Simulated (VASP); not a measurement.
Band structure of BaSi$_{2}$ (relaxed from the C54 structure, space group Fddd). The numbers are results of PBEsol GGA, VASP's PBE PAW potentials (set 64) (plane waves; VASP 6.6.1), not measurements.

Unless said otherwise, spin-orbit coupling is left out, though it shifts the bands of the heavy elements here.

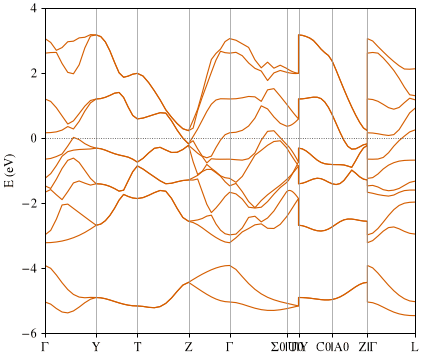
Fig. 1. Bands along high-symmetry lines, zero at the valence-band maximum or, without a gap, the Fermi level

**Question.** Read the plot: is there a gap, and where are the band edges?

**Answer.** It has no gap at this level: it comes out as a metal or semimetal. (Edges off the drawn lines would not show.)

The structure was generated: BaSi2 was put into the C54 type (Fddd), which need not be its known phase. It was relaxed first.
